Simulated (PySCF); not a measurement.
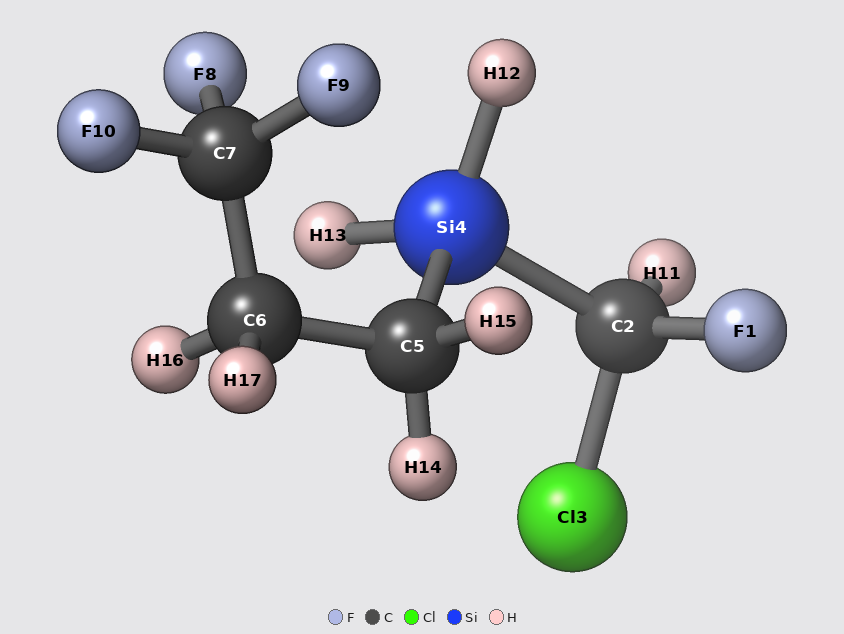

Computed geometry: GFN2-xTB optimisation. No frequency run is at hand to confirm it as a minimum. Electric field gradients from the ground-state density, PBE0/pcSseg-1 (PySCF 2.14.0), non-relativistic apart from any core potentials.

Give the largest field-gradient component, the quadrupole coupling constant and the asymmetry for 35Cl at Cl3 (Q = −81.7 mb), 2H at H11 (Q = 2.86 mb), 2H at H12 (Q = 2.86 mb).

| atom | V_zz (a.u.) | e²qQ/h (MHz) | η |
| --- | --- | --- | --- |
| Cl3 | 3.737 | −71.7 | 0.08 |
| H11 | 0.291 | 0.195 | 0.06 |
| H12 | 0.162 | 0.109 | 0.01 |

The geometry is semi-empirical. Around Si such bond lengths and angles can be off by a tenth of an ångström or more and by several degrees, and values that hang on the shape move with them.
